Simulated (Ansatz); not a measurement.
## CuH$_{2}$O$_{2}$: geometry relaxation

The run: geometry relaxation of CuH$_{2}$O$_{2}$, multiplicity 2. Method and program: UKS r2SCAN-D4/def2-TZVPD (Ansatz 0.2.0).

The geometry: r2SCAN-D4/def2-TZVPD start. Figures and captions count atoms from 1; the log counts them from 0 in places.

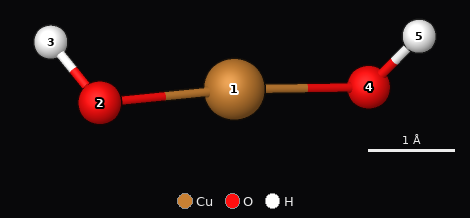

*The input geometry (ball-and-stick view, seen at a tilt; atoms are numbered from 1 in the order of the input). Sticks mark near contacts.*

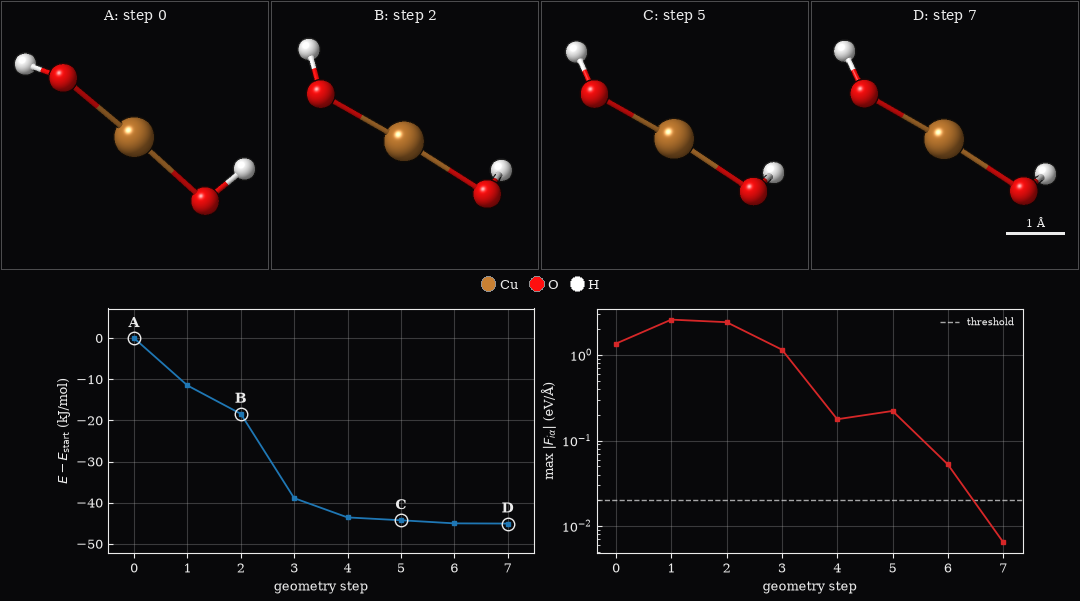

*Frames of the relaxation (ball-and-stick view, seen at a tilt) above the curves, on which the letters mark them (the first geometry is step 0 here and step 1 in the log).*

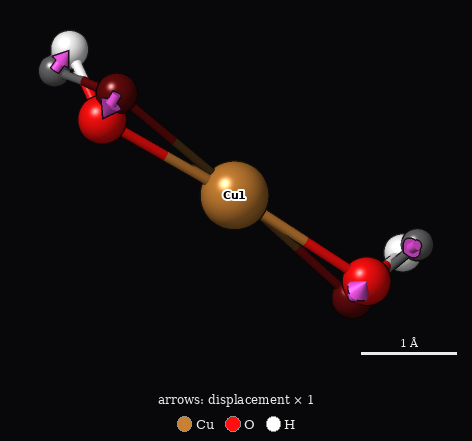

*Start (faint) and end (solid) with the displacements as pink arrows, at true length (ball-and-stick view, seen at a tilt). The two geometries are laid on each other by the best rigid fit.*

The largest moves after the best rigid fit, 0.33 Å, are those of O2 and O4. By element the largest moves are O 0.33 Å, H 0.28 Å, Cu 0.06 Å. Distances before and after: Cu1–O2 1.821 → 1.744 Å. Among the angles that change: Cu1–O2–H3 106.7° → 115.0°. After 7 geometry steps the energy has fallen by 45.0 kJ/mol. Largest force component: 1.4 eV/Å at the start, 0.0065 eV/Å at the end. (Atoms are counted from 1 in the order of the input.)

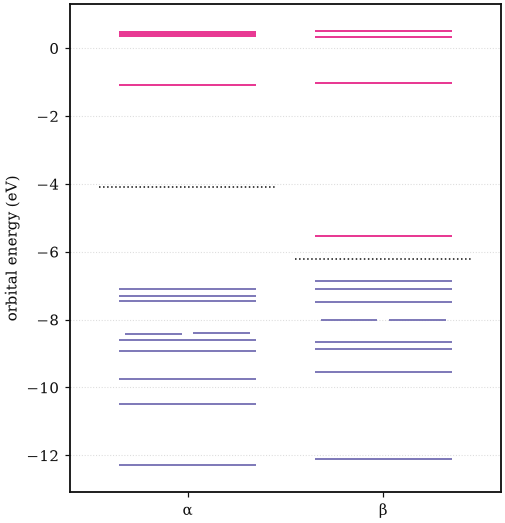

*Orbital energies near the frontier for α and β spins; the dotted line parts filled from empty levels, and levels within 0.02 eV of each other stand side by side.*

α: highest filled −7.08 eV, lowest empty −1.10 eV, 5.98 eV apart; β: highest filled −6.87 eV, lowest empty −5.54 eV, 1.33 eV apart.

These pictures come from the run below.

Input file
```yaml
crystal:
  periodic: [false, false, false]
  atoms:
    - {symbol: Cu, position_ang: [-0.187074, -0.093362, 0.003171]}
    - {symbol: O, position_ang: [-0.283753, 0.010916, 1.818370]}
    - {symbol: H, position_ang: [0.013574, 0.896601, 2.061118]}
    - {symbol: O, position_ang: [-0.211198, -0.257943, -1.809977]}
    - {symbol: H, position_ang: [0.668452, -0.556212, -2.072692]}
basis:
  gaussian: {orbitals: def2-TZVPD}
magnetization: {spin_polarized: true, initial_magnetization: 1}
hamiltonian: {xc: r2scan, dispersion: d4}
scf: {lower_state_search: "off"}
output: {orbitals: {seedname: orbitals}}
relax: {f_tol: 0.02, max_steps: 100}
```

Launch command:
```bash
ansatz run in.yaml --threads 4 --pin off --events-out ev --progress --plain --max-ram 3916MiB
```

The program's output
```
Functional definition: r2SCAN
  name "r2SCAN"
  cite "Furness, Kaplan, Ning, Perdew & Sun, J. Phys. Chem. Lett. 11, 8208 (2020) doi:10.1021/acs.jpclett.0c02405"
  cite "Furness, Kaplan, Ning, Perdew & Sun, J. Phys. Chem. Lett. 11, 9248 (2020) doi:10.1021/acs.jpclett.0c03077"
  parent r2scan
  parameter k0 = 0.174
  parameter k1 = 0.065
  parameter a1 = 4.9479
  exchange = r2scan_x(k0 = k0, k1 = k1, a1 = a1)
  correlation = r2scan_c
these checks for a lower state are left out or cut short: stability, starts, cluster_reference, orbital_swaps, neighbouring_geometries, increment
939 factors; their error is unknown
mean field evaluation 1: about -48753.6998 eV, gradient 6.2e1 eV
mean field evaluation 2: about -48632.8508 eV, gradient 1.7e2 eV
mean field evaluation 4: about -48765.4096 eV, gradient 2.6e1 eV
mean field evaluation 8: about -48766.8171 eV, gradient 4.2e0 eV
mean field evaluation 16: about -48766.9268 eV, gradient 1.9e-1 eV
mean field -48766.92693503 eV, -1792.1515094520 hartree, gradient 1.2e-6 eV, S^2 0.754648; 0 other end points of the search recorded, 0 dependent functions left out
the calculation of the forces begins
reference -48766.92696859 eV, -1792.1515106854 hartree; 24, 23 occupied and 122, 123 virtual orbitals, 939 factors
relax step   1: F+E_penalty+E_count = -48766.93977694 eV  Δ(F+E_penalty+E_count) = +0.000e0 eV  max|allowed force component| = 1.361e0 eV/Å  Δτ_max = 0.0000 Å  (53 SCF iters, accepted)
these checks for a lower state are left out or cut short: stability, starts, cluster_reference, orbital_swaps, neighbouring_geometries, increment
939 factors; their error is unknown
mean field evaluation 32: about -48767.0460 eV, gradient 1.1e-6 eV
mean field -48767.04595053 eV, -1792.1558831909 hartree, gradient 1.1e-6 eV, S^2 0.756736; 0 other end points of the search recorded, 0 dependent functions left out
the calculation of the forces begins
reference -48767.04598300 eV, -1792.1558843843 hartree; 24, 23 occupied and 122, 123 virtual orbitals, 939 factors
relax step   2: F+E_penalty+E_count = -48767.05888089 eV  Δ(F+E_penalty+E_count) = -1.191e-1 eV  max|allowed force component| = 2.594e0 eV/Å  Δτ_max = 0.1933 Å  (42 SCF iters, accepted)
these checks for a lower state are left out or cut short: stability, starts, cluster_reference, orbital_swaps, neighbouring_geometries, increment
939 factors; their error is unknown
mean field -48767.11732479 eV, -1792.1585061465 hartree, gradient 3.5e-6 eV, S^2 0.757208; 0 other end points of the search recorded, 0 dependent functions left out
the calculation of the forces begins
reference -48767.11735710 eV, -1792.1585073340 hartree; 24, 23 occupied and 122, 123 virtual orbitals, 939 factors
relax step   3: F+E_penalty+E_count = -48767.13025688 eV  Δ(F+E_penalty+E_count) = -7.138e-2 eV  max|allowed force component| = 2.421e0 eV/Å  Δτ_max = 0.1966 Å  (38 SCF iters, accepted)
these checks for a lower state are left out or cut short: stability, starts, cluster_reference, orbital_swaps, neighbouring_geometries, increment
939 factors; their error is unknown
mean field -48767.32953291 eV, -1792.1663046511 hartree, gradient 2.0e-6 eV, S^2 0.756767; 0 other end points of the search recorded, 0 dependent functions left out
the calculation of the forces begins
reference -48767.32956488 eV, -1792.1663058262 hartree; 24, 23 occupied and 122, 123 virtual orbitals, 939 factors
relax step   4: F+E_penalty+E_count = -48767.34261967 eV  Δ(F+E_penalty+E_count) = -2.124e-1 eV  max|allowed force component| = 1.156e0 eV/Å  Δτ_max = 0.0551 Å  (27 SCF iters, accepted)
these checks for a lower state are left out or cut short: stability, starts, cluster_reference, orbital_swaps, neighbouring_geometries, increment
939 factors; their error is unknown
mean field -48767.37801336 eV, -1792.1680862748 hartree, gradient 2.2e-6 eV, S^2 0.756592; 0 other end points of the search recorded, 0 dependent functions left out
the calculation of the forces begins
reference -48767.37804521 eV, -1792.1680874455 hartree; 24, 23 occupied and 122, 123 virtual orbitals, 939 factors
relax step   5: F+E_penalty+E_count = -48767.39111798 eV  Δ(F+E_penalty+E_count) = -4.850e-2 eV  max|allowed force component| = 1.774e-1 eV/Å  Δτ_max = 0.0277 Å  (27 SCF iters, accepted)
these checks for a lower state are left out or cut short: stability, starts, cluster_reference, orbital_swaps, neighbouring_geometries, increment
939 factors; their error is unknown
mean field evaluation 64: about -48767.3852 eV, gradient 1.3e-4 eV
mean field -48767.38520135 eV, -1792.1683504287 hartree, gradient 1.7e-6 eV, S^2 0.756551; 0 other end points of the search recorded, 0 dependent functions left out
the calculation of the forces begins
reference -48767.38523305 eV, -1792.1683515935 hartree; 24, 23 occupied and 122, 123 virtual orbitals, 939 factors
relax step   6: F+E_penalty+E_count = -48767.39830506 eV  Δ(F+E_penalty+E_count) = -7.187e-3 eV  max|allowed force component| = 2.218e-1 eV/Å  Δτ_max = 0.0623 Å  (25 SCF iters, accepted)
these checks for a lower state are left out or cut short: stability, starts, cluster_reference, orbital_swaps, neighbouring_geometries, increment
939 factors; their error is unknown
mean field -48767.39301701 eV, -1792.1686376487 hartree, gradient 1.7e-6 eV, S^2 0.756517; 0 other end points of the search recorded, 0 dependent functions left out
the calculation of the forces begins
reference -48767.39304861 eV, -1792.1686388103 hartree; 24, 23 occupied and 122, 123 virtual orbitals, 939 factors
relax step   7: F+E_penalty+E_count = -48767.40610683 eV  Δ(F+E_penalty+E_count) = -7.802e-3 eV  max|allowed force component| = 5.257e-2 eV/Å  Δτ_max = 0.0265 Å  (26 SCF iters, accepted)
these checks for a lower state are left out or cut short: stability, starts, cluster_reference, orbital_swaps, neighbouring_geometries, increment
939 factors; their error is unknown
mean field -48767.39352434 eV, -1792.1686562930 hartree, gradient 1.5e-6 eV, S^2 0.756516; 0 other end points of the search recorded, 0 dependent functions left out
the calculation of the forces begins
reference -48767.39355592 eV, -1792.1686574536 hartree; 24, 23 occupied and 122, 123 virtual orbitals, 939 factors
relax step   8: F+E_penalty+E_count = -48767.40660721 eV  Δ(F+E_penalty+E_count) = -5.004e-4 eV  max|allowed force component| = 6.492e-3 eV/Å  Δτ_max = 0.0140 Å  (26 SCF iters, accepted)
Total energy: -48767.40663879 eV, -1792.1691382400 hartree
Atom 0 at    -0.242118    -0.120837     0.004109 Å, force     0.004906     0.002450    -0.000078 eV/Å
Atom 1 at    -0.489138     0.233342     1.693903 Å, force    -0.006488    -0.003282    -0.000990 eV/Å
Atom 2 at     0.230879     0.716931     2.119423 Å, force     0.003661     0.002926     0.004567 eV/Å
Atom 3 at    -0.153500    -0.554071    -1.682995 Å, force    -0.006492    -0.003197     0.001209 eV/Å
Atom 4 at     0.653878    -0.275365    -2.134451 Å, force     0.004414     0.001103    -0.004707 eV/Å
Dipole moment:     0.455891     0.227527    -0.007742 e Å
Checks for a lower state left out: stability, starts, cluster_reference, orbital_swaps, neighbouring_geometries, increment
```

Trajectory as extended XYZ (Å, eV, eV/Å), 8 frames, from step=1 to step=8
```
5
Properties=species:S:1:pos:R:3:forces:R:3 step=1 energy=-48766.93978
Cu   -0.1871   -0.0934    0.0032   -0.4428  -0.2210   0.0075
O    -0.2838    0.0109    1.8184   -0.2041   0.2803  -1.3598
H     0.0136    0.8966    2.0611    0.3687  -0.0894   0.3728
O    -0.2112   -0.2579   -1.8100    0.1383  -0.3131   1.3610
H     0.6685   -0.5562   -2.0727    0.1399   0.3432  -0.3815
5
Properties=species:S:1:pos:R:3:forces:R:3 step=2 energy=-48767.05888
Cu   -0.2707   -0.1351    0.0046   -0.2093  -0.1045   0.0036
O    -0.4375    0.0893    1.7861    1.5783   2.0467  -0.4027
H     0.2018    0.8526    2.0619   -1.4530  -2.0675  -0.5304
O    -0.2401   -0.4275   -1.7746    2.5943   0.0358   0.3319
H     0.7464   -0.3794   -2.0779   -2.5103   0.0894   0.5976
5
Properties=species:S:1:pos:R:3:forces:R:3 step=3 energy=-48767.13026
Cu   -0.2962   -0.1478    0.0050   -0.2860  -0.1428   0.0049
O    -0.5493    0.2471    1.7508    2.4213   0.9115  -0.4053
H     0.3168    0.7188    2.0552   -2.1681  -1.0946  -0.5928
O    -0.1801   -0.6112   -1.7384    2.1939   1.3919   0.3270
H     0.7088   -0.2069   -2.0726   -2.1610  -1.0660   0.6662
5
Properties=species:S:1:pos:R:3:forces:R:3 step=4 energy=-48767.34262
Cu   -0.2941   -0.1468    0.0050   -0.1879  -0.0938   0.0032
O    -0.5195    0.2310    1.7074    1.1557   0.5463   0.0373
H     0.2966    0.7103    2.0141   -1.0449  -0.5382  -0.1839
O    -0.1740   -0.5771   -1.6956    1.1298   0.5944  -0.0761
H     0.6910   -0.2174   -2.0309   -1.0527  -0.5088   0.2195
5
Properties=species:S:1:pos:R:3:forces:R:3 step=5 energy=-48767.39112
Cu   -0.2869   -0.1432    0.0049   -0.0796  -0.0397   0.0014
O    -0.4996    0.2270    1.7002    0.1774   0.0698  -0.0852
H     0.2732    0.7125    2.0288   -0.1401  -0.0442   0.1060
O    -0.1650   -0.5587   -1.6889    0.1647   0.1010   0.0794
H     0.6782   -0.2376   -2.0450   -0.1224  -0.0868  -0.1016
5
Properties=species:S:1:pos:R:3:forces:R:3 step=6 energy=-48767.39831
Cu   -0.2311   -0.1153    0.0039   -0.2218  -0.1107   0.0038
O    -0.4992    0.2259    1.6919    0.0921   0.0389  -0.0350
H     0.2404    0.7104    2.0807    0.0079   0.0418   0.1404
O    -0.1654   -0.5576   -1.6806    0.0874   0.0507   0.0320
H     0.6554   -0.2633   -2.0960    0.0344  -0.0207  -0.1411
5
Properties=species:S:1:pos:R:3:forces:R:3 step=7 energy=-48767.40611
Cu   -0.2449   -0.1222    0.0042   -0.0252  -0.0126   0.0004
O    -0.4910    0.2322    1.6935   -0.0226  -0.0168  -0.0185
H     0.2357    0.7151    2.1064    0.0319   0.0308   0.0513
O    -0.1555   -0.5549   -1.6825   -0.0265  -0.0076   0.0193
H     0.6557   -0.2703   -2.1216    0.0424   0.0063  -0.0526
5
Properties=species:S:1:pos:R:3:forces:R:3 step=8 energy=-48767.40661
Cu   -0.2421   -0.1208    0.0041    0.0049   0.0024  -0.0001
O    -0.4891    0.2333    1.6939   -0.0065  -0.0033  -0.0010
H     0.2309    0.7169    2.1194    0.0037   0.0029   0.0046
O    -0.1535   -0.5541   -1.6830   -0.0065  -0.0032   0.0012
H     0.6539   -0.2754   -2.1345    0.0044   0.0011  -0.0047
```

Key numbers

- outcome: converged
- total energy: −48767.4066 eV
- mean-field energy: −48767.3936 eV
- dispersion energy: −0.0131 eV
- ⟨S²⟩: 0.757
- HOMO (either spin): −6.87 eV
- LUMO (either spin): −5.54 eV
- largest force (length of the vector) at the end: 0.007 eV/Å
- dipole moment: 2.45 D
- hardware: 4 threads of Arm Neoverse V2, 23 GiB of memory available, shared host
- wall time: 17 s (CPU time 61 s)
- peak memory: 0.2 GiB
